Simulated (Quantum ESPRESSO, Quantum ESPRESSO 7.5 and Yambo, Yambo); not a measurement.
# Quasiparticle gap of CdSe (Cadmoselite) in Yambo

Wanted: ground state, empty states, screening and self-energy for CdSe (Cadmoselite).

Program: Quantum ESPRESSO 7.5 and Yambo 5.3.0. Level of theory: PBE and many-body steps on it, plane waves. Results are calculated unless marked as measured.

The database entry behind the starting cell differs from later determinations by our own check (inner coordinate of an old entry), so it need not match the best structure at ambient conditions.

### Step 1. The structure

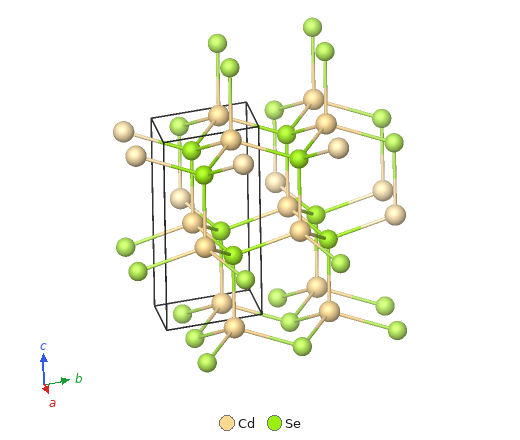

Start, viewed slightly off an axis; cadmium orange, selenium green. 2×2×1 cells are drawn. Some periodic images of atoms are drawn too.

Coordinates:

```cif
data_structure
_symmetry_space_group_name_H-M 'P6_3mc'
_symmetry_Int_Tables_number 186
_cell_length_a 4.3000
_cell_length_b 4.3000
_cell_length_c 7.0200
_cell_angle_alpha 90.000
_cell_angle_beta 90.000
_cell_angle_gamma 120.000
_cell_volume 112.41
loop_
_atom_site_label
_atom_site_type_symbol
_atom_site_symmetry_multiplicity
_atom_site_Wyckoff_symbol
_atom_site_fract_x
_atom_site_fract_y
_atom_site_fract_z
_atom_site_occupancy
Cd1 Cd 2 b 0.33333 0.66667 0.00000 1
Se1 Se 2 b 0.33333 0.66667 0.38500 1
```

The cell and positions come from the Crystallography Open Database and are kept as given unless a step says otherwise.

### Step 2. Ground state

This step: Quantum ESPRESSO 7.5; DFT, PBE, plane waves, norm-conserving pseudopotentials.

The ground-state density comes first.

The input, pw.in:

```
&control
  calculation = 'scf'
  prefix = 'x'
  outdir = 'o'
  pseudo_dir = 'pseudo'
/
&system
  ibrav = 0
  nat = 4
  ntyp = 2
  ecutwfc = 104.0
  nbnd = 50
  force_symmorphic = .true.
/
&electrons
  conv_thr = 1e-10
  electron_maxstep = 80
  mixing_beta = 0.5
/
ATOMIC_SPECIES
  Cd 112.41 Cd.upf
  Se 78.971 Se.upf
CELL_PARAMETERS angstrom
  4.3000000000 -0.0000000000 0.0000000000
  -2.1500000000 3.7239092363 0.0000000000
  0.0000000000 0.0000000000 7.0200000000
ATOMIC_POSITIONS crystal
  Cd 0.3333333333 0.6666666667 0.0000000000
  Cd 0.6666666667 0.3333333333 0.5000000000
  Se 0.3333333333 0.6666666667 0.3850000000
  Se 0.6666666667 0.3333333333 0.8850000000
K_POINTS automatic
  6 6 4 0 0 0
```

Command:

```bash
> OMP_NUM_THREADS=1 mpirun -n 8 pw.x -nk 8 -in pw.in > pw.out
```

The program printed:

```text
Program PWSCF v.7.5 starts

     This program is part of the open-source Quantum ESPRESSO suite
     for quantum simulation of materials; please cite
         "P. Giannozzi et al., J. Phys.:Condens. Matter 21 395502 (2009);
         "P. Giannozzi et al., J. Phys.:Condens. Matter 29 465901 (2017);
         "P. Giannozzi et al., J. Chem. Phys. 152 154105 (2020);
     in publications or presentations arising from this work. More details at
     Message from routine setup:
     using ibrav=0 with symmetry is DISCOURAGED, use correct ibrav instead

     G-vector sticks info

     bravais-lattice index     =            0
     lattice parameter (alat)  =       8.1258  a.u.
     unit-cell volume          =     758.5798 (a.u.)^3
     number of atoms/cell      =            4
     number of atomic types    =            2
     number of electrons       =        88.00
     number of Kohn-Sham states=           50
     kinetic-energy cutoff     =     104.0000  Ry
     charge density cutoff     =     416.0000  Ry
     scf convergence threshold =      1.0E-10
     mixing beta               =       0.5000
     number of iterations used =            8  plain     mixing
     Exchange-correlation= PBE
                           (   1   4   3   4   0   0   0)

     celldm(1)=   8.125822  celldm(2)=   0.000000  celldm(3)=   0.000000
     celldm(4)=   0.000000  celldm(5)=   0.000000  celldm(6)=   0.000000

     crystal axes: (cart. coord. in units of alat)
               a(1) = (   1.000000  -0.000000   0.000000 )
               a(2) = (  -0.500000   0.866025   0.000000 )
               a(3) = (   0.000000   0.000000   1.632558 )

     reciprocal axes: (cart. coord. in units 2 pi/alat)
               b(1) = (  1.000000  0.577350 -0.000000 )
               b(2) = (  0.000000  1.154701 -0.000000 )
               b(3) = ( -0.000000 -0.000000  0.612536 )
     Pseudo is Norm-conserving + core correction, Zval = 20.0
     Generated using ONCVPSP code by D. R. Hamann
     Using radial grid of 1368 points,  6 beta functions with:
     Pseudo is Norm-conserving + core correction, Zval = 24.0
     Generated using ONCVPSP code by D. R. Hamann
     Using radial grid of 1214 points,  6 beta functions with:
     Cd               20.00   112.41000     Cd( 1.00)
     Se               24.00    78.97100     Se( 1.00)

      6 Sym. Ops. (no inversion) found

   Cartesian axes

     site n.     atom                  positions (alat units)
         1        Cd     tau(   1) = (  -0.0000000   0.5773503   0.0000000  )
         2        Cd     tau(   2) = (   0.5000000   0.2886751   0.8162791  )
         3        Se     tau(   3) = (  -0.0000000   0.5773503   0.6285349  )
         4        Se     tau(   4) = (   0.5000000   0.2886751   1.4448140  )

     number of k points=    24
                       cart. coord. in units 2pi/alat
        k(    1) = (   0.0000000   0.0000000   0.0000000), wk =   0.0138889
        k(    2) = (   0.0000000   0.0000000   0.1531339), wk =   0.0277778
        k(    3) = (   0.0000000   0.0000000  -0.3062678), wk =   0.0138889
        k(    4) = (   0.0000000   0.1924501   0.0000000), wk =   0.0833333
        k(    5) = (   0.0000000   0.1924501   0.1531339), wk =   0.0833333
        k(    6) = (   0.0000000   0.1924501  -0.3062678), wk =   0.0833333
        k(    7) = (   0.0000000   0.3849002   0.0000000), wk =   0.0833333
        k(    8) = (   0.0000000   0.3849002   0.1531339), wk =   0.0833333
        k(    9) = (   0.0000000   0.3849002  -0.3062678), wk =   0.0833333
        k(   10) = (   0.0000000  -0.5773503   0.0000000), wk =   0.0416667
     [... 12 further rows ...]
        k(   23) = (   0.0000000  -0.3849002   0.1531339), wk =   0.0833333
        k(   24) = (  -0.1666667  -0.4811252   0.1531339), wk =   0.1666667

     Dense  grid:   108753 G-vectors     FFT dimensions: (  54,  54,  90)

     Initial potential from superposition of free atoms

     starting charge      87.9994, renormalised to      88.0000
     Starting wfcs are   46 randomized atomic wfcs +    4 random wfcs

     per-process dynamical memory:   105.5 Mb

     Self-consistent Calculation

     iteration #  1     ecut=   104.00 Ry     beta= 0.50

     Threshold (ethr) on eigenvalues was too large:
     Diagonalizing with lowered threshold

     total energy              =   -2054.51690016 Ry
     estimated scf accuracy    <       0.17131278 Ry

     iteration #  2     ecut=   104.00 Ry     beta= 0.50

     total energy              =   -2054.55846664 Ry
     estimated scf accuracy    <       0.01664491 Ry

     iteration #  3     ecut=   104.00 Ry     beta= 0.50

     total energy              =   -2054.56097680 Ry
     estimated scf accuracy    <       0.00179138 Ry

     iteration #  4     ecut=   104.00 Ry     beta= 0.50

     total energy              =   -2054.56113529 Ry
     estimated scf accuracy    <       0.00010017 Ry

     iteration #  5     ecut=   104.00 Ry     beta= 0.50

     total energy              =   -2054.56114284 Ry
     estimated scf accuracy    <       0.00001033 Ry

     iteration #  6     ecut=   104.00 Ry     beta= 0.50

     total energy              =   -2054.56114462 Ry
     estimated scf accuracy    <       0.00000053 Ry

     iteration #  7     ecut=   104.00 Ry     beta= 0.50

     total energy              =   -2054.56114471 Ry
     estimated scf accuracy    <       0.00000031 Ry

     iteration #  8     ecut=   104.00 Ry     beta= 0.50

     total energy              =   -2054.56114475 Ry
     estimated scf accuracy    <          7.4E-09 Ry

     iteration #  9     ecut=   104.00 Ry     beta= 0.50

     total energy              =   -2054.56114475 Ry
     estimated scf accuracy    <          4.7E-10 Ry

     iteration # 10     ecut=   104.00 Ry     beta= 0.50

     total energy              =   -2054.56114475 Ry
     estimated scf accuracy    <          3.8E-10 Ry

     iteration # 11     ecut=   104.00 Ry     beta= 0.50

     End of self-consistent calculation

          k = 0.0000 0.0000 0.0000 ( 13573 PWs)   bands (ev):

  -198.9189-198.9189-138.3998-138.3998-138.3997-138.3997-138.3897-138.3897
   -93.5845 -93.5845 -54.6483 -54.6480 -54.6454 -54.6454 -54.6454 -54.6454
   -38.5755 -38.5755 -38.5755 -38.5755 -38.5630 -38.5630 -38.5629 -38.5629
   -38.5620 -38.5619  -4.4996  -4.1327   0.1628   0.1628   0.2184   0.2184
     0.2249   0.5199   0.5199   0.5842   0.5842   0.8650   3.8603   7.3769
     7.3769   8.0811   8.0927   8.0927   8.7964  10.2156  13.9844  13.9844
    14.2396  15.0957

          k = 0.0000 0.0000 0.1531 ( 13603 PWs)   bands (ev):

  -198.9189-198.9189-138.3998-138.3998-138.3997-138.3997-138.3897-138.3897
   -93.5845 -93.5845 -54.6482 -54.6480 -54.6454 -54.6454 -54.6454 -54.6454
   -38.5755 -38.5755 -38.5755 -38.5755 -38.5630 -38.5630 -38.5629 -38.5629
   -38.5620 -38.5619  -4.4456  -4.1856   0.1689   0.1689   0.2082   0.2082
     0.2663   0.5311   0.5311   0.5765   0.5765   0.6861   4.3662   6.9243
     7.4747   7.4747   7.9800   7.9800   9.8218  10.3197  13.7950  14.0665
    14.0665  14.8213

          k = 0.0000 0.0000-0.3063 ( 13604 PWs)   bands (ev):

  -198.9189-198.9189-138.3998-138.3998-138.3998-138.3998-138.3897-138.3897
   -93.5845 -93.5845 -54.6481 -54.6481 -54.6454 -54.6454 -54.6454 -54.6454
   -38.5755 -38.5755 -38.5755 -38.5755 -38.5630 -38.5630 -38.5630 -38.5630
   -38.5620 -38.5620  -4.3150  -4.3150   0.1865   0.1865   0.1865   0.1865
     0.4168   0.4168   0.5555   0.5555   0.5555   0.5555   5.5294   5.5294
     7.7200   7.7200   7.7200   7.7200  10.4329  10.4329  13.9200  13.9201
    14.3598  14.3598

          k = 0.0000 0.1925 0.0000 ( 13569 PWs)   bands (ev):

     [... further k-points ...]

     highest occupied, lowest unoccupied level (ev):     8.0927    8.7964

!    total energy              =   -2054.56114475 Ry
     estimated scf accuracy    <          8.7E-12 Ry

     The total energy is the sum of the following terms:
     one-electron contribution =   -1773.19761912 Ry
     hartree contribution      =     842.21876963 Ry
     xc contribution           =    -212.37205237 Ry
     ewald contribution        =    -911.21024290 Ry

     convergence has been achieved in  11 iterations

     XML data file, charge density, pseudopotentials, collected wavefunctions

=------------------------------------------------------------------------------=
   JOB DONE.
=------------------------------------------------------------------------------=
```

Elapsed: 34 s, on 8 MPI ranks of AMD EPYC 7R43, shared host; peak memory 1.5 GiB.

Numbers from this step:

```
total energy               : -27953.7284 eV
gap                        : 0.7038 eV
k of the valence top       : 0, 0, 0
k of the conduction bottom : 0, 0, 0
least direct gap           : 0.7038 eV
```

The gap is direct, at Γ.

### Step 3. Bands along the symmetry lines

Levels along a band path, at the cheap level, show where the edges lie and whether the meshes to come will hold them.

The input, pw.in:

```
&control
  calculation = 'bands'
  prefix = 'x'
  outdir = 'o'
  pseudo_dir = 'pseudo'
/
&system
  ibrav = 0
  nat = 4
  ntyp = 2
  ecutwfc = 104.0
  nbnd = 50
  force_symmorphic = .true.
/
&electrons
  conv_thr = 1e-9
  electron_maxstep = 80
  diago_full_acc = .true.
  diago_thr_init = 5e-6
/
ATOMIC_SPECIES
  Cd 112.41 Cd.upf
  Se 78.971 Se.upf
CELL_PARAMETERS angstrom
  4.3000000000 -0.0000000000 0.0000000000
  -2.1500000000 3.7239092363 0.0000000000
  0.0000000000 0.0000000000 7.0200000000
ATOMIC_POSITIONS crystal
  Cd 0.3333333333 0.6666666667 0.0000000000
  Cd 0.6666666667 0.3333333333 0.5000000000
  Se 0.3333333333 0.6666666667 0.3850000000
  Se 0.6666666667 0.3333333333 0.8850000000
K_POINTS crystal
  75
  0.00000000 0.00000000 0.00000000 1
  0.06250000 0.00000000 0.00000000 1
  0.12500000 0.00000000 0.00000000 1
  0.18750000 0.00000000 0.00000000 1
  0.25000000 0.00000000 0.00000000 1
  0.31250000 0.00000000 0.00000000 1
  0.37500000 0.00000000 0.00000000 1
  0.43750000 0.00000000 0.00000000 1
  0.50000000 0.00000000 0.00000000 1
  0.47916667 0.04166667 0.00000000 1
  0.45833333 0.08333333 0.00000000 1
  0.43750000 0.12500000 0.00000000 1
  0.41666666 0.16666666 0.00000000 1
  0.39583333 0.20833333 0.00000000 1
  0.37500000 0.25000000 0.00000000 1
  0.35416666 0.29166666 0.00000000 1
  0.33333333 0.33333333 0.00000000 1
  0.29166666 0.29166666 0.00000000 1
  0.25000000 0.25000000 0.00000000 1
  0.20833333 0.20833333 0.00000000 1
  0.16666666 0.16666666 0.00000000 1
  0.12500000 0.12500000 0.00000000 1
  0.08333333 0.08333333 0.00000000 1
  0.04166667 0.04166667 0.00000000 1
  0.00000000 0.00000000 0.00000000 1
  0.00000000 0.00000000 0.06250000 1
  0.00000000 0.00000000 0.12500000 1
  0.00000000 0.00000000 0.18750000 1
  0.00000000 0.00000000 0.25000000 1
  0.00000000 0.00000000 0.31250000 1
  0.00000000 0.00000000 0.37500000 1
  0.00000000 0.00000000 0.43750000 1
  0.00000000 0.00000000 0.50000000 1
  0.06250000 0.00000000 0.50000000 1
  0.12500000 0.00000000 0.50000000 1
  0.18750000 0.00000000 0.50000000 1
  0.25000000 0.00000000 0.50000000 1
  0.31250000 0.00000000 0.50000000 1
  0.37500000 0.00000000 0.50000000 1
  0.43750000 0.00000000 0.50000000 1
  0.50000000 0.00000000 0.50000000 1
  0.47916667 0.04166667 0.50000000 1
  0.45833333 0.08333333 0.50000000 1
  0.43750000 0.12500000 0.50000000 1
  0.41666666 0.16666666 0.50000000 1
  0.39583333 0.20833333 0.50000000 1
  0.37500000 0.25000000 0.50000000 1
  0.35416666 0.29166666 0.50000000 1
  0.33333333 0.33333333 0.50000000 1
  0.29166666 0.29166666 0.50000000 1
  0.25000000 0.25000000 0.50000000 1
  0.20833333 0.20833333 0.50000000 1
  0.16666666 0.16666666 0.50000000 1
  0.12500000 0.12500000 0.50000000 1
  0.08333333 0.08333333 0.50000000 1
  0.04166667 0.04166667 0.50000000 1
  0.00000000 0.00000000 0.50000000 1
  0.50000000 0.00000000 0.50000000 1
  0.50000000 0.00000000 0.43750000 1
  0.50000000 0.00000000 0.37500000 1
  0.50000000 0.00000000 0.31250000 1
  0.50000000 0.00000000 0.25000000 1
  0.50000000 0.00000000 0.18750000 1
  0.50000000 0.00000000 0.12500000 1
  0.50000000 0.00000000 0.06250000 1
  0.50000000 0.00000000 0.00000000 1
  0.33333333 0.33333333 0.50000000 1
  0.33333333 0.33333333 0.43750000 1
  0.33333333 0.33333333 0.37500000 1
  0.33333333 0.33333333 0.31250000 1
  0.33333333 0.33333333 0.25000000 1
  0.33333333 0.33333333 0.18750000 1
  0.33333333 0.33333333 0.12500000 1
  0.33333333 0.33333333 0.06250000 1
  0.33333333 0.33333333 0.00000000 1
```

The program printed:

```text
[banner, memory and clock lines left out]
Program PWSCF v.7.5 starts

     Atomic positions and unit cell read from directory:
     o/x.save/

     Message from routine setup:
     using ibrav=0 with symmetry is DISCOURAGED, use correct ibrav instead

     G-vector sticks info

     bravais-lattice index     =            0
     lattice parameter (alat)  =       8.1258  a.u.
     unit-cell volume          =     758.5798 (a.u.)^3
     number of atoms/cell      =            4
     number of atomic types    =            2
     number of electrons       =        88.00
     number of Kohn-Sham states=           50
     kinetic-energy cutoff     =     104.0000  Ry
     charge density cutoff     =     416.0000  Ry
     Exchange-correlation= PBE
                           (   1   4   3   4   0   0   0)

     celldm(1)=   8.125822  celldm(2)=   0.000000  celldm(3)=   0.000000
     celldm(4)=   0.000000  celldm(5)=   0.000000  celldm(6)=   0.000000

     crystal axes: (cart. coord. in units of alat)
               a(1) = (   1.000000  -0.000000   0.000000 )
               a(2) = (  -0.500000   0.866025   0.000000 )
               a(3) = (   0.000000   0.000000   1.632558 )

     reciprocal axes: (cart. coord. in units 2 pi/alat)
               b(1) = (  1.000000  0.577350 -0.000000 )
               b(2) = (  0.000000  1.154701 -0.000000 )
               b(3) = ( -0.000000 -0.000000  0.612536 )
     Pseudo is Norm-conserving + core correction, Zval = 20.0
     Generated using ONCVPSP code by D. R. Hamann
     Using radial grid of 1368 points,  6 beta functions with:
     Pseudo is Norm-conserving + core correction, Zval = 24.0
     Generated using ONCVPSP code by D. R. Hamann
     Using radial grid of 1214 points,  6 beta functions with:
     Cd               20.00   112.41000     Cd( 1.00)
     Se               24.00    78.97100     Se( 1.00)

      6 Sym. Ops. (no inversion) found

   Cartesian axes

     site n.     atom                  positions (alat units)
         1        Cd     tau(   1) = (  -0.0000000   0.5773503   0.0000000  )
         2        Cd     tau(   2) = (   0.5000000   0.2886751   0.8162791  )
         3        Se     tau(   3) = (  -0.0000000   0.5773503   0.6285349  )
         4        Se     tau(   4) = (   0.5000000   0.2886751   1.4448140  )

     number of k points=    75
                       cart. coord. in units 2pi/alat
        k(    1) = (   0.0000000   0.0000000   0.0000000), wk =   0.0266667
        k(    2) = (   0.0625000   0.0360844   0.0000000), wk =   0.0266667
        k(    3) = (   0.1250000   0.0721688   0.0000000), wk =   0.0266667
[...]
[... 63 further rows ...]
        k(   74) = (   0.3333333   0.5773503   0.0382835), wk =   0.0266667
        k(   75) = (   0.3333333   0.5773503   0.0000000), wk =   0.0266667

     Dense  grid:   108753 G-vectors     FFT dimensions: (  54,  54,  90)

     The potential is recalculated from file :
     o/x.save/charge-density

     Starting wfcs are   46 randomized atomic wfcs +    4 random wfcs

     Band Structure Calculation

     End of band structure calculation

          k = 0.0000 0.0000 0.0000 ( 13573 PWs)   bands (ev):

  -198.9189-198.9189-138.3998-138.3998-138.3998-138.3998-138.3898-138.3898
   -93.5845 -93.5845 -54.6483 -54.6480 -54.6454 -54.6454 -54.6454 -54.6454
   -38.5755 -38.5755 -38.5755 -38.5755 -38.5630 -38.5630 -38.5629 -38.5629
   -38.5620 -38.5619  -4.4996  -4.1327   0.1628   0.1628   0.2184   0.2184
[...]
14.2396  15.0957

          k = 0.0625 0.0361 0.0000 ( 13585 PWs)   bands (ev):

  -198.9189-198.9189-138.3998-138.3998-138.3998-138.3998-138.3898-138.3898
[...]
14.3064  14.9957

          k = 0.1250 0.0722 0.0000 ( 13563 PWs)   bands (ev):

  -198.9189-198.9189-138.3998-138.3998-138.3998-138.3998-138.3898-138.3898
[...]
14.3939  14.8512

[...]
k = 0.3333 0.5774 0.0383 ( 13617 PWs)   bands (ev):

  -198.9189-198.9189-138.3998-138.3998-138.3998-138.3998-138.3898-138.3898
[...]
15.0302  15.1744

          k = 0.3333 0.5774 0.0000 ( 13611 PWs)   bands (ev):

  -198.9189-198.9189-138.3998-138.3998-138.3998-138.3998-138.3898-138.3898
[...]
0.5118   0.5118   0.5145   0.5684   0.9672   0.9672   4.2513   4.2513
     5.0318   6.3061   6.3061   6.3135  12.4928  12.8946  12.8946  15.1526
    15.1526  15.1865

     XML data file, pseudopotentials, collected wavefunctions
```

It took 20 s on 8 MPI ranks; peak memory 1.2 GiB; 2.7 min of CPU time.

Numbers from this step:

- gap: 0.7038 eV
- k of the valence top: 0, 0, 0
- k of the conduction bottom: 0, 0, 0
- least direct gap: 0.7038 eV

The gap is 0.704 eV, as in the run before at this level.

The electronic bands at the labelled points (eV, zero at the top of the highest filled band):

```tsv
point	band 41	band 42	band 43	band 44	band 45	band 46	band 47	band 48
Γ	-0.72	-0.01	0.00	0.00	0.70	2.12	5.89	5.89
M	-2.56	-1.85	-1.24	-0.83	3.23	3.32	4.81	6.16
K	-3.06	-1.79	-1.79	-1.78	4.40	4.80	4.80	7.06
Γ	-0.72	-0.01	0.00	0.00	0.70	2.12	5.89	5.89
A	-0.37	-0.37	-0.37	-0.37	2.34	2.34	5.83	5.83
L	-1.38	-1.38	-1.29	-1.29	3.00	3.00	4.79	4.79
H	-2.48	-2.48	-1.05	-1.05	3.80	3.80	5.93	5.93
A	-0.37	-0.37	-0.37	-0.37	2.34	2.34	5.83	5.83
jump to L	-1.38	-1.38	-1.29	-1.29	3.00	3.00	4.79	4.79
M	-2.56	-1.85	-1.24	-0.83	3.23	3.32	4.81	6.16
jump to H	-2.48	-2.48	-1.05	-1.05	3.80	3.80	5.93	5.93
K	-3.06	-1.79	-1.79	-1.78	4.40	4.80	4.80	7.06
```

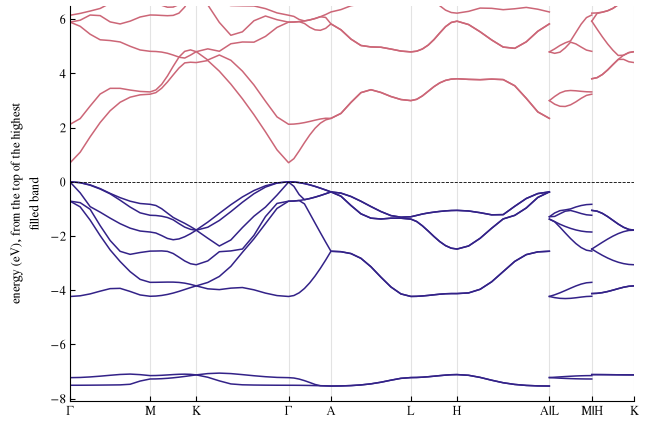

Electronic bands along the path; lines of filled and empty bands in two colours.

(Part 1 of 2 ends here.)

[Paths, hosts, dates, memory and timing lines, banners, echoed tables and standing remarks are left out of the program output.]

[Logs are printed without paths, hosts, clocks, repeated set-up lines and the standing remarks that a program may print on its own settings, such as how far it seeks lower states.]

[Runs of the session that timed out or met a known fault of the program may be left out.]

[Hosts, paths, dates, database ids (printed as entryN), source tags and the programs' standing remarks are cut or masked in the printed files.]
